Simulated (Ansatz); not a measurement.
System: CH$_{8}$OSiSn.

```xyz
12

C    -2.5988    0.0762    0.4596
O    -0.9591   -1.1783   -1.6191
Si   -2.2472   -0.1652   -1.3722
Sn    1.0207   -1.0908   -1.4046
H    -1.7476    0.5547    0.9718
H    -2.7925   -0.8903    0.9523
H    -3.4838    0.7180    0.6063
H    -1.9882    1.1769   -1.9902
H    -3.4424   -0.7659   -2.0343
H     1.5994   -2.4151   -2.3225
H     1.3531   -1.2529    0.2737
H     1.5346    0.4296   -2.0205
```

Geometry: B3LYP-D3(BJ)/def2-SVP; core potentials replace the inner electrons of Sn.

These are results of isolated molecule in a Gaussian basis; Kohn-Sham density functional theory, functional PBE0 (Ansatz), not measurements.

Predict the electron density and electron localisation function between the atoms.

Answer. Si–O (1.66 Å): ρ at the midpoint is about 1.1 e/Å³; the ELF peaks at about 0.85 between the atoms; a polar covalent bond.
C–Si (1.88 Å): the density is about 0.96 e/Å³ at the midpoint; the ELF peaks at about 1 between the atoms: a covalent bond.
C–H (1.10 Å): ρ at the midpoint is about 1.9 e/Å³; the ELF climbs to about 1 towards the hydrogen, as it does in any bond to H (an ordinary covalent bond to hydrogen).

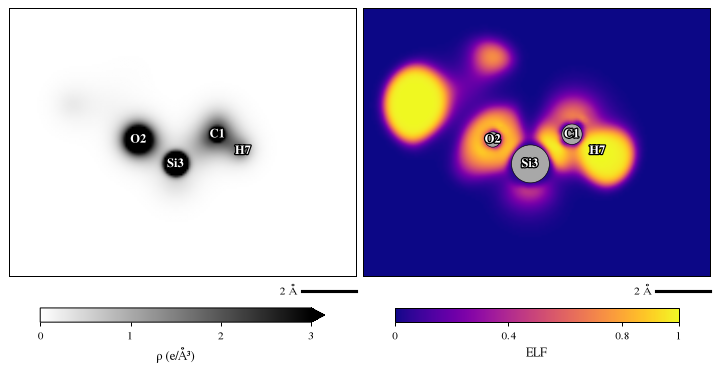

Computed electron density and electron localisation function on the plane of atoms C1, Si3 and O2, in this order. Grey discs cover the atomic cores in the ELF map. 
